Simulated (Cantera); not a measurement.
Charge: 1 mol SiH2Cl2, 0.63 mol NH3, a varied amount of N2, held at 1648 K and 850 Pa.

Equilibrium computed with Cantera from the NASA thermochemical tables; the gas is ideal and each condensed phase is pure. Candidate condensed phases: NH4Cl, Si, Si3N4; 28 gas species. The tables' values for SiCl3, SiCl are old estimates; treat these amounts as uncertain. The numbers say what is thermodynamically allowed, not how fast it happens.

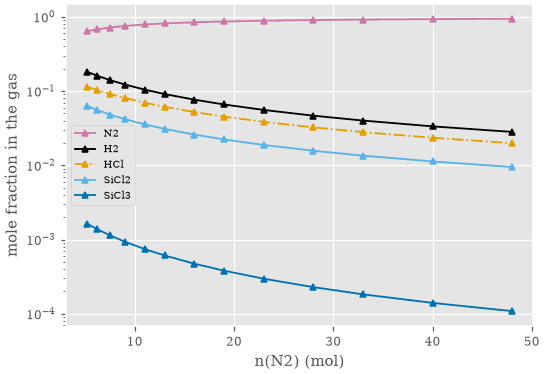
Figure: Equilibrium gas composition (values under 1e-9 drawn at 1e-9)

From 5.2 mol N2 to 48 mol N2 the condensed part is Si3N4(s). The main Si-bearing gas is SiCl2 throughout. The share of Si in condensed phases is highest at 48 mol N2 (51.0 %) and lowest at 5.2 mol N2 (47.3 %).
